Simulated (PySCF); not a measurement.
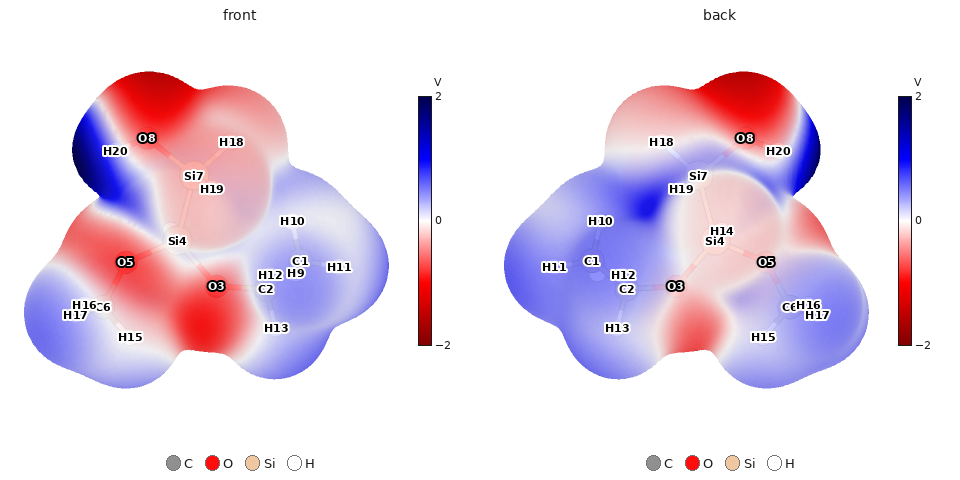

Figure 1: C3H12O3Si2. The electrostatic potential painted on the density surface at 0.001 e/bohr³, seen from the front and from behind; the colour scale runs from red (negative) to blue (positive).

Geometry: GFN2-xTB.

Theory: PBE0/6-31G*, SCF density, gas phase, non-relativistic (PySCF).

```xyz
20

C     2.6410   -0.5642   -0.0805
C     1.6461   -0.6249   -1.2316
O     0.3212   -0.6569   -0.7934
Si   -0.6079    0.5239   -0.1626
O    -2.0513   -0.1759    0.1075
C    -2.7967   -0.9707   -0.7693
Si    0.0091    1.2139    1.9227
O    -1.1515    2.0918    2.6513
H     2.4653   -1.3897    0.6039
H     2.5282    0.3680    0.4670
H     3.6543   -0.6332   -0.4670
H     1.7947    0.2348   -1.8962
H     1.8029   -1.5417   -1.8117
H    -0.7433    1.5455   -1.2258
H    -2.1560   -1.6990   -1.2676
H    -3.2813   -0.3492   -1.5259
H    -3.5590   -1.4923   -0.1890
H     1.1020    2.1924    1.8947
H     0.4338    0.1441    2.8459
H    -2.0567    1.7940    2.6581
```

Q: Describe the electrostatic potential map.

A: The most negative region (about −1.5 V) lies over O8, the most positive (about +1.9 V) over H20. O8 is the likeliest acceptor of a hydrogen bond.

Q: How polar is the molecule by this calculation?

A: Its dipole moment is 2.18 D.
